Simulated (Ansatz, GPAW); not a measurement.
# Optical response of NaHgF3 (model structure), part 3 of 3

Aim: the dielectric function of NaHgF3 (model structure), and the optical constants that follow from it. The cell was made here by substitution or stacking, whether or not such a phase is known. It was built so: All Cd replaced by Hg and K replaced by Na in the Pm-3m structure of KCdF3. The cell is first relaxed with Ansatz.

GPAW 26.7.0; DFT, PBE, plane-wave PAW (GPAW data sets), scalar-relativistic, RPA, optical limit.

So far. Step 3 (Ground state): There is a gap, 0.74 eV on this mesh (points off the mesh can give less), so no carriers' term is needed.

## 5. Dielectric function, RPA (continued)

The Im ε, E ∥ x has structure finer than the step of the table below, so its rows give means over 1 eV, whole bins alone (the curve runs from 0 to 24.7 eV). Peaks (eV: height): 4.0: 3.54, 4.7: 2.51, 8.2: 1.11, 11.7: 1.19.

Sum at mesh points, not converged in k; values under the direct gap are tails of Lorentzian lines. Im ε, E ∥ x against photon energy; means over each step:

```tsv
photon energy (eV)	Im ε, E ∥ x
1	0.0215
2	0.0746
3	0.831
4	2.50
5	1.72
6	0.934
7	0.711
8	0.977
9	0.804
10	0.972
11	0.829
12	1.02
13	1.02
14	0.866
15	0.563
16	0.653
17	0.599
18	0.476
19	0.502
20	0.522
21	0.501
22	0.409
23	0.416
24	0.391
```

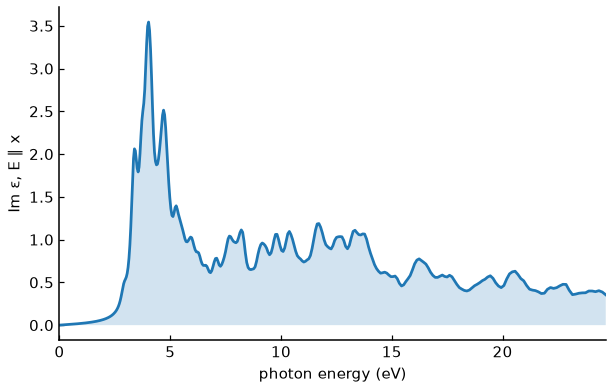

Im ε, E ∥ x against photon energy.

The reflectivity at normal incidence, E ∥ x has structure finer than the step of the table below, so its rows give means over 1 eV, whole bins alone (the curve runs from 0 to 24.7 eV). Peaks (eV: height): 4.0: 18.2, 4.7: 14.4, 8.2: 4.96, 10.4: 4.87, 13.9: 6.46.

Sum at mesh points, not converged in k. The reflectivity at normal incidence, E ∥ x by photon energy; means over each step:

```tsv
photon energy (eV)	reflectivity at normal incidence, E ∥ x (%)
1	5.96
2	7.12
3	11.1
4	14.1
5	9.67
6	3.95
7	2.85
8	4.23
9	3.25
10	4.14
11	3.28
12	4.50
13	4.68
14	5.09
15	2.25
16	2.42
17	2.53
18	1.79
19	1.54
20	1.77
21	2.18
22	1.29
23	1.50
24	1.28
```

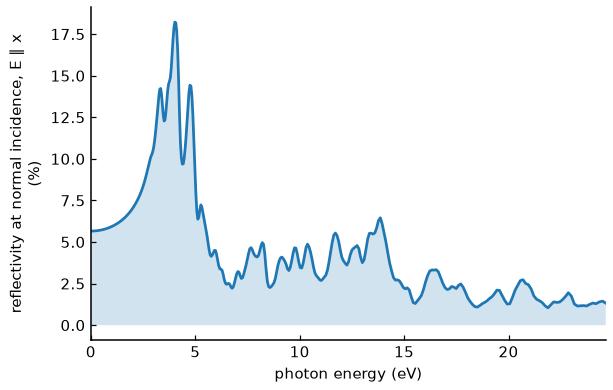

Reflectivity at normal incidence, E ∥ x, plotted against photon energy.

The loss function −Im 1/ε at q → 0, E ∥ x has structure finer than the step of the table below, so its rows give means over 1 eV, whole bins alone (the curve runs from 0 to 24.7 eV). Peaks (eV: height): 5.0: 0.526, 10.6: 0.439, 14.1: 0.770, 16.6: 0.629, 19.6: 0.538, 21.0: 0.634, 22.9: 0.570.

Sum at mesh points, not converged in k; values under the direct gap are tails of Lorentzian lines. Table of loss function −Im 1/ε at q → 0, E ∥ x by energy loss; means over each step:

```tsv
energy loss (eV)	loss function −Im 1/ε at q → 0, E ∥ x
1	0.00290
2	0.00812
3	0.0490
4	0.210
5	0.412
6	0.413
7	0.260
8	0.332
9	0.289
10	0.342
11	0.352
12	0.413
13	0.469
14	0.676
15	0.552
16	0.457
17	0.575
18	0.522
19	0.434
20	0.474
21	0.586
22	0.457
23	0.500
24	0.467
```

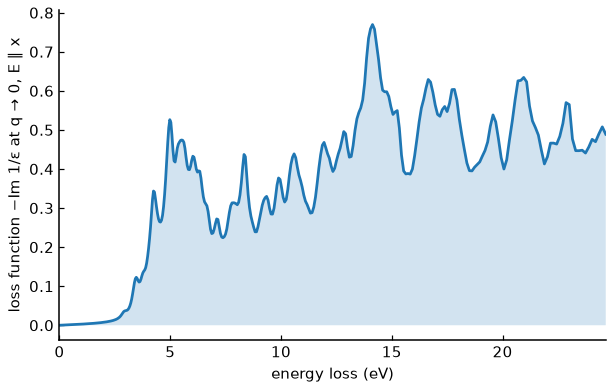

Loss function −Im 1/ε at q → 0, E ∥ x against energy loss.

The Im ε, E ∥ x has structure finer than the step of the table below, so its rows give means over 1 eV, whole bins alone (the curve runs from 0 to 24.7 eV). Peaks (eV: height): without local fields 4.0: 3.52, 4.7: 2.48, 8.2: 1.18, 11.7: 1.43; with local fields 4.0: 3.54, 4.7: 2.51, 8.2: 1.11, 11.7: 1.19.

Sum at mesh points, not converged in k; values under the direct gap are tails of Lorentzian lines. Im ε, E ∥ x against photon energy; means over each step:

```tsv
photon energy (eV)	without local fields	with local fields
1	0.0216	0.0215
2	0.0748	0.0746
3	0.837	0.831
4	2.48	2.50
5	1.68	1.72
6	0.884	0.934
7	0.696	0.711
8	1.03	0.977
9	0.826	0.804
10	1.10	0.972
11	0.973	0.829
12	1.29	1.02
13	1.26	1.02
14	1.09	0.866
15	0.735	0.563
16	0.852	0.653
17	0.650	0.599
18	0.494	0.476
19	0.548	0.502
20	0.550	0.522
21	0.496	0.501
22	0.431	0.409
23	0.438	0.416
24	0.399	0.391
```

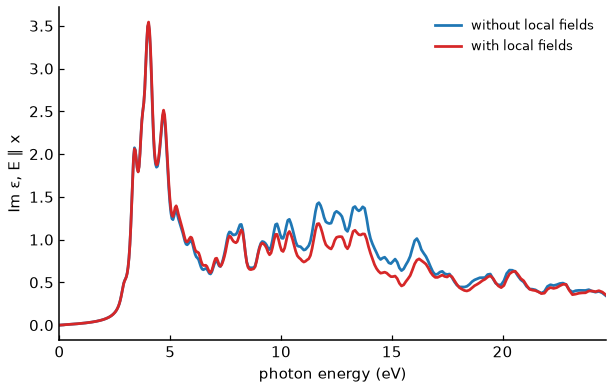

Im ε, E ∥ x, plotted against photon energy.

From ε follow the optical constants at some laser and lamp lines:

```tsv
wavelength (nm)	n	k	R (%)	1/α
1550	1.64	0.005	5.8	26 µm
1064	1.65	0.008	6.0	11 µm
450	1.89	0.079	9.6	451 nm
365	2.01	0.512	13.7	57 nm
308	1.81	0.979	18.2	25 nm
248	1.11	0.648	8.9	30 nm
193	1.15	0.316	2.6	49 nm
```

Below the direct gap, k and the depth come from the tails of the Lorentzian lines, not from transitions.

## 6. Results

* electronic dielectric constant ε∞, mean over x, y and z (by symmetry where fewer were run) (RPA): 2.64

In words: At this level (PBE, RPA) NaHgF3 has ε∞ = 2.64 and n = 1.64 at 1550 nm. The cell grew by 47.2 % in volume. On the mesh the gap is 0.49 eV and the least direct gap 2.91 eV, so on this mesh the band edges lie at different points. Local fields change the static value along x from 2.69 to 2.64 (-2 %). Excitons and phonon-assisted transitions are missing; PBE gaps are as a rule too small, which pulls the onset down and ε∞ up, while the missing spin-orbit coupling works the other way with such heavy atoms. Spin-orbit coupling is left out although heavy atoms are present. The curves end at 25 eV, about where the summed bands run out. The cell grew by 47 % in the relaxation, which can come from the guessed start or, where layers or molecules are weakly bound, from the missing dispersion term; a larger cell lowers ε. In this version of GPAW the matrix elements of the optical limit are incomplete, which can lower ε − 1 by up to a tenth where first-row anions or d states rule, and shift it by more in d metals. The sum runs over mesh points 0.23 Å⁻¹ apart with no interpolation, so peaks are partly noise of the mesh and static values carry its error.

[Machine, clock and banner lines and Python warnings are left out of the logs.]

[Logs are printed without paths, hosts, clocks, repeated set-up lines and the standing remarks that a program may print on its own settings, such as how far it seeks lower states.]

[Hosts, paths, dates, database ids (printed as entryN), source tags and the programs' standing remarks are cut or masked in the printed files.]
